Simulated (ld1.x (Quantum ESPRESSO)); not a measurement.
**Ni: pseudopotential generation (part 2 of 2)**

The same run, continued: nickel (Ni, Z = 28), core [Ne] 3s2, reference valence 3p6 3d8 4s1 4p1, valence charge 16. Method: TM potential, PBEsol, scalar-relativistic, made with ld1.x (Quantum ESPRESSO) 7.5.

Output of the test run (extracts), continued:
```
     ---------------------- Testing the pseudopotential ----------------------

     Ni
     scalar relativistic calculation

     atomic number is 28.00   valence charge is 16.00
     dft =PBESOL   lsd =0 sic =0 latt =0  beta=0.20 tr2=1.0E-14
     mesh =1195 r(mesh) =  98.77016 xmin = -7.00 dx = 0.01250

     n l     nl             e AE (Ry)        e PS (Ry)    De AE-PS (Ry)
     2 1     3P   1( 6.00)       -6.40837       -6.42141        0.01304  !
     3 2     3D   1( 7.00)       -1.76634       -1.77520        0.00886  !
     1 0     4S   1( 2.00)       -1.10409       -1.10625        0.00216
     3 1     4P   1( 0.00)       -0.64347       -0.65774        0.01427  !

     eps = 3.8E-15  iter = 12

     Etot =   -3037.286252 Ry,   -1518.643126 Ha,  -41324.384667 eV
     Etotps =  -296.734340 Ry,    -148.367170 Ha,   -4037.276372 eV
     dEtot_ae =       0.846668 Ry
     dEtot_ps =       0.859385 Ry,   Delta E=      -0.012717 Ry

     Ekin =     179.781334 Ry,      89.890667 Ha,    2446.049661 eV
     Encl =    -621.342168 Ry,    -310.671084 Ha,   -8453.790866 eV
     Ehrt =     206.748062 Ry,     103.374031 Ha,    2812.950682 eV
     Ecxc =     -74.188531 Ry,     -37.094265 Ha,   -1009.386382 eV
     (Ecc =     -42.911266 Ry,     -21.455633 Ha,    -583.837512 eV)
     Epseu=      12.266963 Ry,       6.133481 Ha,     166.900532 eV

     ---------------------- End of pseudopotential test ----------------------

     ---------------------- Testing the pseudopotential ----------------------

     Ni
     scalar relativistic calculation

     atomic number is 28.00   valence charge is 16.00
     dft =PBESOL   lsd =0 sic =0 latt =0  beta=0.20 tr2=1.0E-14
     mesh =1195 r(mesh) =  98.77016 xmin = -7.00 dx = 0.01250

     n l     nl             e AE (Ry)        e PS (Ry)    De AE-PS (Ry)
     2 1     3P   1( 6.00)       -8.12347       -8.13288        0.00941  !
     3 2     3D   1( 7.00)       -3.45662       -3.46572        0.00910  !
     1 0     4S   1( 0.00)       -2.43992       -2.75753        0.31762  !
     3 1     4P   1( 0.00)       -1.84973       -1.90014        0.05041  !

     eps = 9.2E-15  iter =  8

     Etot =   -3033.766837 Ry,   -1516.883419 Ha,  -41276.500594 eV
     Etotps =  -293.179933 Ry,    -146.589966 Ha,   -3988.916194 eV
     dEtot_ae =       4.366082 Ry
     dEtot_ps =       4.413792 Ry,   Delta E=      -0.047710 Ry

     Ekin =     181.609543 Ry,      90.804772 Ha,    2470.923716 eV
     Encl =    -594.883155 Ry,    -297.441577 Ha,   -8093.797650 eV
     Ehrt =     183.030222 Ry,      91.515111 Ha,    2490.253037 eV
     Ecxc =     -73.123814 Ry,     -36.561907 Ha,    -994.900175 eV
     (Ecc =     -42.911266 Ry,     -21.455633 Ha,    -583.837512 eV)
     Epseu=      10.187271 Ry,       5.093635 Ha,     138.604878 eV

     ---------------------- End of pseudopotential test ----------------------

     ---------------------- Testing the pseudopotential ----------------------

     Ni
     scalar relativistic calculation

     atomic number is 28.00   valence charge is 16.00
     dft =PBESOL   lsd =0 sic =0 latt =0  beta=0.20 tr2=1.0E-14
     mesh =1195 r(mesh) =  98.77016 xmin = -7.00 dx = 0.01250

     n l     nl             e AE (Ry)        e PS (Ry)    De AE-PS (Ry)
     2 1     3P   1( 5.00)       -6.48317       -6.48985        0.00668  !
     3 2     3D   1( 8.00)       -1.82450       -1.83490        0.01039  !
     1 0     4S   1( 2.00)       -1.11166       -1.11216        0.00051
     3 1     4P   1( 0.00)       -0.64662       -0.66053        0.01392  !

     eps = 7.9E-15  iter = 58

     Etot =   -3032.637809 Ry,   -1516.318905 Ha,  -41261.139389 eV
     Etotps =  -292.083672 Ry,    -146.041836 Ha,   -3974.000808 eV
     dEtot_ae =       5.495110 Ry
     dEtot_ps =       5.510053 Ry,   Delta E=      -0.014943 Ry

     Ekin =     189.455859 Ry,      94.727930 Ha,    2577.678284 eV
     Encl =    -619.964850 Ry,    -309.982425 Ha,   -8435.051500 eV
     Ehrt =     205.882947 Ry,     102.941473 Ha,    2801.180195 eV
     Ecxc =     -74.050641 Ry,     -37.025321 Ha,   -1007.510301 eV
     (Ecc =     -42.911266 Ry,     -21.455633 Ha,    -583.837512 eV)
     Epseu=       6.593013 Ry,       3.296507 Ha,      89.702514 eV

     ---------------------- End of pseudopotential test ----------------------
```

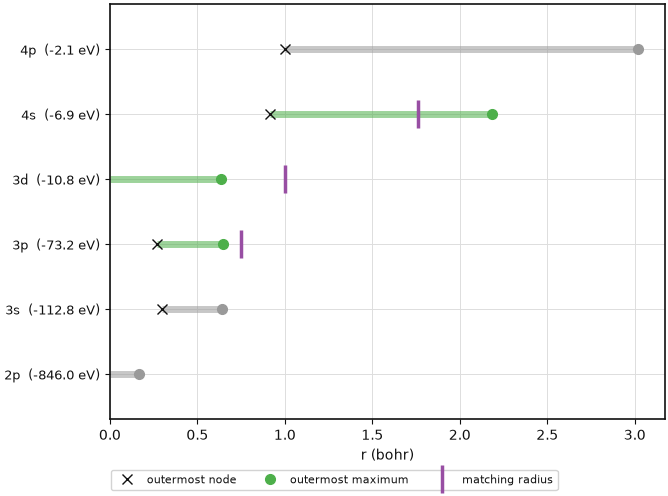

*Outer shells of the all-electron reference atom: each bar runs from the outermost node (or the nucleus) to the outermost maximum of u(r); the tick is the radius chosen for the pseudo-wave. Shells without a tick have no pseudo-wave of their own. Levels, nodes and maxima are from ld1.x, scalar-relativistic.*

- Radii against the shells: 3p: 0.75 bohr, outside the maximum; 3d: 1.00 bohr, outside the maximum; 4s: 1.76 bohr, between node and maximum.

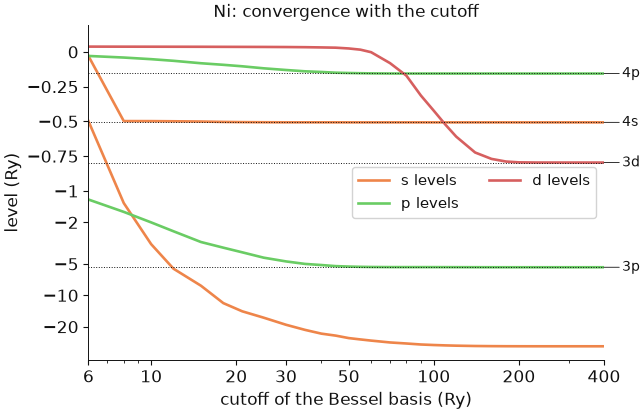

*The pseudo-atom Hamiltonian at the reference potential is diagonalised in spherical Bessel functions (20 bohr box) up to the cutoff. Curves: the lowest levels of each channel that holds a bound state. Dotted lines: the all-electron valence levels.*

- Ghost states: ghost state below the valence levels: s at -419.0 eV. A ghost is a state of the pseudo-atom that lies below a valence level of its channel, or is bound in a channel without one, and matches no all-electron valence level; bound levels above the valence ones can be real empty states. In Ry: s -30.80.
- Onset of the ghost: the lowest s curve lies clearly below the lowest valence level of its channel from about 8 Ry on and ends at -30.80 Ry.
- All-electron valence levels: 4s: -0.51 Ry; 3p: -5.4 Ry; 4p: -0.16 Ry; 3d: -0.80 Ry.

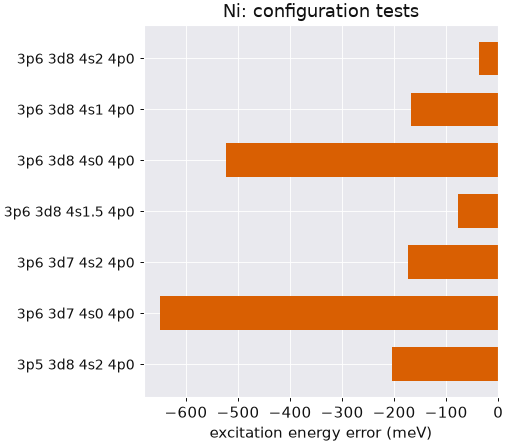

*Errors, all-electron minus pseudo, of the energies of valence configurations relative to the unpolarised reference 3p6 3d8 4s1 4p1.*

- Worst configuration: 3p6 3d7 4s0 4p0 (charge +3): the error is -649 meV on an all-electron energy of +59.40 eV relative to the reference, or 1.1 %.
- Errors in meV: 3p6 3d8 4s2 4p0: -36; 3p6 3d8 4s1 4p0: -167; 3p6 3d8 4s0 4p0: -523; 3p6 3d8 4s1.5 4p0: -78; 3p6 3d7 4s2 4p0: -173; 3p6 3d7 4s0 4p0: -649; 3p5 3d8 4s2 4p0: -203. The potential isn't sound: its ghost test gives ghost state below the valence levels: s at -419.0 eV.

Summary:

- outcome: generated, with a ghost state
- cutoffs needed: 230 Ry and over 300 Ry (the cutoffs, on a coarse ladder, from which the occupation-weighted sum of valence levels, in a spherical-Bessel basis at the reference potential, stays within 10 and 1 mRy of its value at 400 Ry); ghost states and empty shells don't enter this sum
- ghost test: ghost state below the valence levels: s at -419.0 eV (spherical-Bessel basis up to 400 Ry, 20 bohr box)
- largest excitation error: -649 meV (all-electron minus pseudo) for 3p6 3d7 4s0 4p0, out of 7 test configurations
- range over which the phases arctan(r u′/u) at the test radius agree within 0.05 rad (a looser test near the poles than one of phase shifts): s: up to about 0.4 Ry; p: over the whole range computed; d: over the whole range computed
- hardware: 1 CPU thread, shared host
- wall time: 1.3 s

Notes:

The potential has a bound ghost state, so it can't be used as it stands. An excitation error of 649 meV in its own tests makes this a poorly transferable potential. The scattering phases part by more than π/2 and stay apart in s from about 2.9 Ry: a level there is either far displaced or one that only the pseudo-atom has.
